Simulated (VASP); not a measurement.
Input

```
SYSTEM = SnGe2
ALGO     = Fast           ! electronic algorithm
EDIFF    = 1E-6           ! SCF threshold, eV
ENCUT    = 520            ! plane-wave cutoff, eV
GGA      = PS             ! functional
ISIF     = 2              ! what is computed and relaxed
ISMEAR   = -1             ! smearing method
LASPH    = .TRUE.         ! aspherical terms in the spheres
LCHARG   = .TRUE.         ! write CHGCAR
LELF     = .TRUE.         ! ELF
LREAL    = .FALSE.        ! projectors in reciprocal space
LVHAR    = .TRUE.       
LWAVE    = .FALSE.        ! write WAVECAR
NBANDS   = 51             ! bands
NELM     = 100            ! most SCF steps
PREC     = Accurate       ! precision mode
SIGMA    = 0.02           ! smearing width, eV
```

Launched as:

```sh
cat potpaw_PBE.64/Ge_d/POTCAR potpaw_PBE.64/Sn_d/POTCAR > POTCAR
mpirun -np 1 vasp_std > vasp.out
```

Below, planes, directions and counts refer to the conventional cell (a = 4.24 Å, b = 4.24 Å, c = 10.36 Å, α = 90.00°, β = 90.00°, γ = 120.00°).

Space group P-3m1; a generated structure, not necessarily the stable one.

Method: Kohn-Sham DFT of a periodic cell, PBEsol, VASP PAW PBE potentials, recommended in VASP.

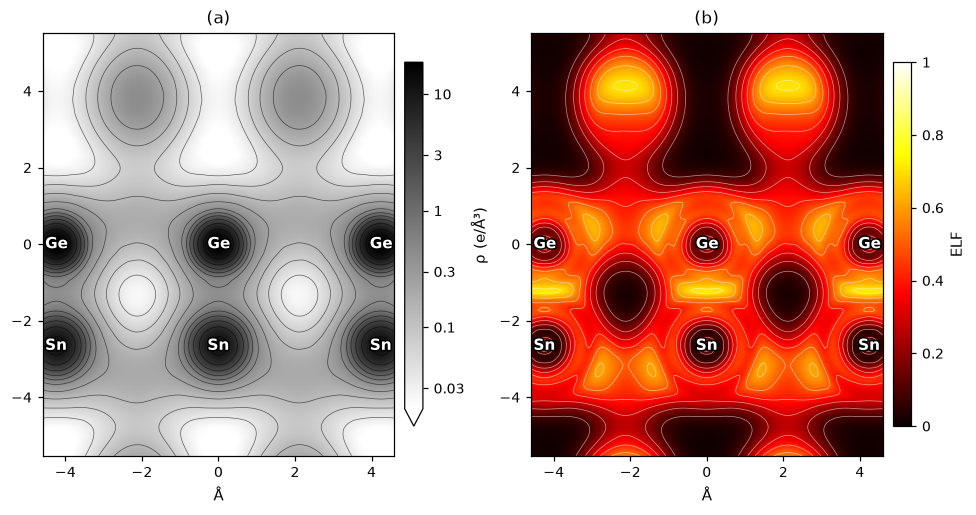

SnGe2. (a) valence pseudo-density; (b) electron localisation function on the (010) plane of the conventional cell.

Core electrons are frozen (PAW), and the valence fields are smoothed inside the atomic spheres.

Question: Interpret the plot.

Answer: Atoms in the plane: Ge and Sn.
Between the atoms the lowest density in this plane is 0.01 e/Å³.
